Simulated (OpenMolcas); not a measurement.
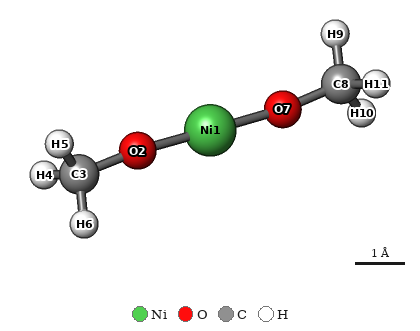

Fig. 1: The input geometry (ball-and-stick view, seen at a tilt; atoms are numbered from 1 in the order of the input). Sticks mark near contacts. Bond lengths as drawn: C–H 1.10 Å, C–O 1.37 Å and Ni–O 1.71 Å.

# Single-point calculation, with input and output: C2H6NiO2 (part 1 of 3)

- system: C2H6NiO2 (Ni(OMe)2), multiplicity 3, SMILES C[O][Ni][O]C
- method: CASPT2/ANO-RCC-VDZP, DKH2 (OpenMolcas 26.06)

The geometry comes from this level: GFN2-xTB.

Input
```
>>> EXPORT MOLCAS_PRINT=2
&GATEWAY
Coord = geom.xyz
Basis = ANO-RCC-VDZP
Group = NoSym
RICD
&SEWARD
&RASSCF
FileOrb = $CurrDir/step2.RasOrb
Spin = 3
Nactel = 8 0 0
Inactive = 27
Ras2 = 5
OrbListing = Few
OrbAppear = Compact
&CASPT2
Imaginary = 0.2
```

File geom.xyz
```
11

Ni     0.008010    -0.019670    -0.013670
O      0.063830    -0.793800     1.512740
C      0.105310    -1.601640     2.616370
H     -0.713980    -2.334800     2.596110
H      0.007240    -1.001070     3.533380
H      1.057980    -2.150550     2.664350
O     -0.052970     0.769020    -1.532000
C     -0.107160     1.606460    -2.613060
H     -1.055470     2.163600    -2.628130
H     -0.031410     1.029470    -3.547200
H      0.718630     2.332970    -2.588910
```

Run on 1 thread of Arm Neoverse V2, 24 GiB of memory available, shared host.

Launched with:
```bash
export MOLCAS_MEM=1860
pymolcas step9.inp > step9.log
```

What the program printed
```
--- Start Module: gateway ---

                                              &GATEWAY

                       available to each process: 1.9 GB of memory, 1 thread

++    Symmetry information:
      ---------------------

                    Character Table for C1

                             E
                    a        1  x, y, xy, Rz, z, xz, Ry, yz, Rx, I
--

++    Basis set information:
      ----------------------

      Basis set label: NI.ANO-RCC...5S4P2D1F.

      Electronic valence basis set:
      ------------------
      Associated Effective Charge  28.000000 au
      Associated Actual Charge     28.000000 au
      Nuclear Model: Point charge

      Shell  nPrim  nBasis  Cartesian Spherical Contaminant
         s      21       5        X
         p      15       4        X
         d      10       2                 X
         f       6       1                 X

      Basis set label: O.ANO-RCC...3S2P1D.

      Electronic valence basis set:
      ------------------
      Associated Effective Charge   8.000000 au
      Associated Actual Charge      8.000000 au
      Nuclear Model: Point charge

      Shell  nPrim  nBasis  Cartesian Spherical Contaminant
         s      14       3        X
         p       9       2        X
         d       4       1                 X

      Basis set label: C.ANO-RCC...3S2P1D.

      Electronic valence basis set:
      ------------------
      Associated Effective Charge   6.000000 au
      Associated Actual Charge      6.000000 au
      Nuclear Model: Point charge

      Shell  nPrim  nBasis  Cartesian Spherical Contaminant
         s      14       3        X
         p       9       2        X
         d       4       1                 X

      Basis set label: H.ANO-RCC...2S1P.

      Electronic valence basis set:
      ------------------
      Associated Effective Charge   1.000000 au
      Associated Actual Charge      1.000000 au
      Nuclear Model: Point charge

      Shell  nPrim  nBasis  Cartesian Spherical Contaminant
         s       8       2        X
         p       4       1        X

      Basis set label: O.ANO-RCC...3S2P1D.

      Electronic valence basis set:
      ------------------
      Associated Effective Charge   8.000000 au
      Associated Actual Charge      8.000000 au
      Nuclear Model: Point charge

      Shell  nPrim  nBasis  Cartesian Spherical Contaminant
         s      14       3        X
         p       9       2        X
         d       4       1                 X

      Basis set label: C.ANO-RCC...3S2P1D.

      Electronic valence basis set:
      ------------------
      Associated Effective Charge   6.000000 au
      Associated Actual Charge      6.000000 au
      Nuclear Model: Point charge

      Shell  nPrim  nBasis  Cartesian Spherical Contaminant
         s      14       3        X
         p       9       2        X
         d       4       1                 X

      Basis set label: H.ANO-RCC...2S1P.

      Electronic valence basis set:
      ------------------
      Associated Effective Charge   1.000000 au
      Associated Actual Charge      1.000000 au
      Nuclear Model: Point charge

      Shell  nPrim  nBasis  Cartesian Spherical Contaminant
         s       8       2        X
         p       4       1        X
--

++    Molecular structure info:
      -------------------------

                    ************************************************
                    **** Cartesian Coordinates / bohr, angstrom ****
                    ************************************************

     Center  Label                x              y              z                     x              y              z
        1      NI1              0.015137      -0.037171      -0.025833              0.008010      -0.019670      -0.013670
        2      O2               0.120621      -1.500065       2.858664              0.063830      -0.793800       1.512740
        3      C3               0.199007      -3.026661       4.944223              0.105310      -1.601640       2.616370
        4      H4              -1.349227      -4.412133       4.905937             -0.713980      -2.334800       2.596110
        5      H5               0.013682      -1.891748       6.677120              0.007240      -1.001070       3.533380
        6      H6               1.999292      -4.063951       5.034892              1.057980      -2.150550       2.664350
        7      O7              -0.100099       1.453237      -2.895060             -0.052970       0.769020      -1.532000
        8      C8              -0.202503       3.035769      -4.937968             -0.107160       1.606460      -2.613060
        9      H9              -1.994549       4.088611      -4.966446             -1.055470       2.163600      -2.628130
       10      H10             -0.059356       1.945416      -6.703237             -0.031410       1.029470      -3.547200
       11      H11              1.358014       4.408674      -4.892331              0.718630       2.332970      -2.588910

                    ***************************************
                    *    InterNuclear Distances / bohr    *
                    ***************************************

               1 NI1           2 O2            3 C3            4 H4            5 H5            6 H6
    1 NI1      0.000000
    2 O2       3.235971        0.000000
    3 C3       5.802785        2.585768        0.000000
    4 H4       6.732320        3.851223        2.077986        0.000000
    5 H5       6.954785        3.839982        2.079737        3.368523        0.000000
    6 H6       6.764818        3.852127        2.079716        3.369041        3.370167        0.000000
    7 O7       3.235284        6.471171        9.034009        9.839636       10.140440        9.885896
    8 C8       5.798224        9.025834       11.600516       12.397124       12.618932       12.438322
    9 H9       6.743188        9.845791       12.395973       13.043889       13.242746       13.507102
   10 H10      6.965912       10.165317       12.666950       13.298688       13.919882       13.346692
   11 H11      6.726936        9.824574       12.384882       13.458894       13.242158       13.066995

               7 O7            8 C8            9 H9           10 H10          11 H11
    7 O7       0.000000
    8 C8       2.586187        0.000000
    9 H9       3.850296        2.078633        0.000000
   10 H10      3.840066        2.079792        3.369673        0.000000
   11 H11      3.853543        2.078981        3.368622        3.369860        0.000000

                    *******************************************
                    *    InterNuclear Distances / angstrom    *
                    *******************************************

               1 NI1           2 O2            3 C3            4 H4            5 H5            6 H6
    1 NI1      0.000000
    2 O2       1.712402        0.000000
    3 C3       3.070701        1.368329        0.000000
    4 H4       3.562590        2.037979        1.099623        0.000000
    5 H5       3.680314        2.032031        1.100550        1.782546        0.000000
    6 H6       3.579787        2.038458        1.100538        1.782820        1.783416        0.000000
    7 O7       1.712039        3.424396        4.780591        5.206911        5.366090        5.231391
    8 C8       3.068288        4.776265        6.138728        6.560275        6.677651        6.582077
    9 H9       3.568341        5.210168        6.559666        6.902529        7.007760        7.147650
   10 H10      3.686202        5.379254        6.703061        7.037363        7.366084        7.062765
   11 H11      3.559741        5.198941        6.553797        7.122140        7.007448        6.914756

               7 O7            8 C8            9 H9           10 H10          11 H11
    7 O7       0.000000
    8 C8       1.368551        0.000000
    9 H9       2.037489        1.099965        0.000000
   10 H10      2.032075        1.100579        1.783154        0.000000
   11 H11      2.039207        1.100150        1.782598        1.783253        0.000000

                    **************************************
                    *    Valence Bond Angles / degree    *
                    **************************************
                          Atom centers                 Phi
                      2 O2       3 C3       4 H4       110.87
                      2 O2       3 C3       5 H5       110.31
                      2 O2       3 C3       6 H6       110.85
                      4 H4       3 C3       5 H5       108.23
                      4 H4       3 C3       6 H6       108.25
                      5 H5       3 C3       6 H6       108.24
                      7 O7       8 C8       9 H9       110.79
                      7 O7       8 C8      10 H10      110.30
                      7 O7       8 C8      11 H11      110.92
                      9 H9       8 C8      10 H10      108.26
                      9 H9       8 C8      11 H11      108.24
                     10 H10      8 C8      11 H11      108.25
--

            Nuclear Potential Energy            321.74439742 au

--- Stop Module: gateway /rc=_RC_ALL_IS_WELL_ ---
--- Module gateway spent 2 seconds ---

--- Start Module: seward ---

                                              &SEWARD

                       available to each process: 1.9 GB of memory, 1 thread

               SEWARD will generate:
                  Multipole Moment integrals up to order  2
                  Kinetic Energy integrals
                  Nuclear Attraction integrals (point charge)
                  One-Electron Hamiltonian integrals
                  Velocity integrals
                  Relativistic Douglas-Kroll-Hess integrals:
                    - Parametrization         : EXP
                    - DKH order of Hamiltonian: 2
                    - DKH order of Properties : 0
                         - multipole moment operators
                         - electric potential operators
                         - contact operators
                  Orbital angular momentum around (  0.0094  -0.0227  -0.0162 )
                  Velocity quadrupole around (  0.0094  -0.0227  -0.0162 )
                  Atomic mean-field integrals
                  RI decomposed two-electron repulsion integrals stored Cholesky style
                   - acCD auxiliary basis
                   - CD Threshold:   1.00E-04

                   Integrals are discarded if absolute value <: 1.00E-14
                   Integral cutoff threshold is set to       <: 1.00E-16

            Nuclear Potential Energy            321.74439742 au

      Basis set specifications :
      Symmetry species         a
      Basis functions          120

--- Stop Module: seward /rc=_RC_ALL_IS_WELL_ ---
--- Module seward spent 5 seconds ---

--- Start Module: rasscf ---

                                              &RASSCF

                       available to each process: 1.9 GB of memory, 1 thread

      Header of the ONEINT file:
      --------------------------

      OrdInt status: non-squared

      Cartesian coordinates in angstrom:
      -----------------------------------------------------
      No.  Label        X            Y            Z
      -----------------------------------------------------
       1   NI1        0.00801000  -0.01967000  -0.01367000
       2   O2         0.06383000  -0.79380000   1.51274000
       3   C3         0.10531000  -1.60164000   2.61637000
       4   H4        -0.71398000  -2.33480000   2.59611000
       5   H5         0.00724000  -1.00107000   3.53338000
       6   H6         1.05798000  -2.15055000   2.66435000
       7   O7        -0.05297000   0.76902000  -1.53200000
       8   C8        -0.10716000   1.60646000  -2.61306000
       9   H9        -1.05547000   2.16360000  -2.62813000
      10   H10       -0.03141000   1.02947000  -3.54720000
      11   H11        0.71863000   2.33297000  -2.58891000
      -----------------------------------------------------
      Nuclear repulsion energy =  321.74439742

++    Wave function specifications:
      -----------------------------

      Number of closed shell electrons          54
      Number of electrons in active shells       8
      Max number of holes in RAS1 space          0
      Max nr of electrons in RAS3 space          0
      Number of inactive orbitals               27
      Number of active orbitals                  5
      Number of secondary orbitals              88
      Spin quantum number                      1.0
      State symmetry                             1
--

++    Orbital specifications:
      -----------------------

      Symmetry species                           1
                                                 a
      Frozen orbitals                            0
      Inactive orbitals                         27
      Active orbitals                            5
      RAS1 orbitals                              0
      RAS2 orbitals                              5
      RAS3 orbitals                              0
      Secondary orbitals                        88
      Deleted orbitals                           0
      Number of basis functions                120
--

++    CI expansion specifications:
      ----------------------------

      Number of CSFs                            10
      Number of determinants                    10
      Number of root(s) required                 1
      Root chosen for geometry opt.              1
      CI root used                               1

      highest root included in the CI            1
      max. size of the explicit Hamiltonian     10
--

++    Optimization specifications:
      ----------------------------

      RASSCF algorithm: LK RI/DF
      Maximum number of macro iterations       200
      Maximum number of SX iterations          100
      Threshold for RASSCF energy            1.000E-08
      Threshold for max MO rotation          1.000E-01
      Threshold for max BLB element          1.000E-04
      Level shift parameter                  5.000E-01
      Make Quasi-Newton update
--

      The MO-coefficients are taken from the file:
      step2.RasOrb
      Title: RASSCF average (pseudo-natural) orbitals

      Total molecular charge    0.00

      ************************************************************************************************************************
      *                                            Wave function control section                                             *
      ************************************************************************************************************************

                                         RASSCF iterations: Energy and convergence statistics
                                         ----------------------------------------------------
```
